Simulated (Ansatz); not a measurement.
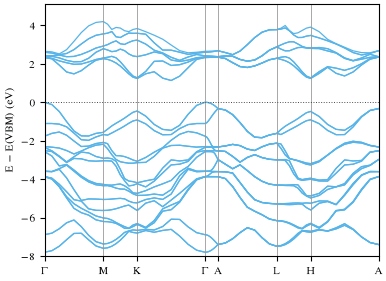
*Band structure from the program Ansatz at the r²SCAN+D4 with spin–orbit coupling level (PAW)*

Question: Read off the gap and where the band edges lie.

Answer: About 1.1 eV (1.13 eV by a search for the band edges); maximum at Γ, minimum on the K–Γ line, 48 % of the way from K.

The material is WS₂ in space group P6_3/mmc (No. 194; W on 2c, S on 4f).

Symmetry was held in the r²SCAN+D4 relaxation; phonons on a q-mesh show no instability. No spin polarisation was allowed.

Potentials: the earlier of the program's two PAW sets.
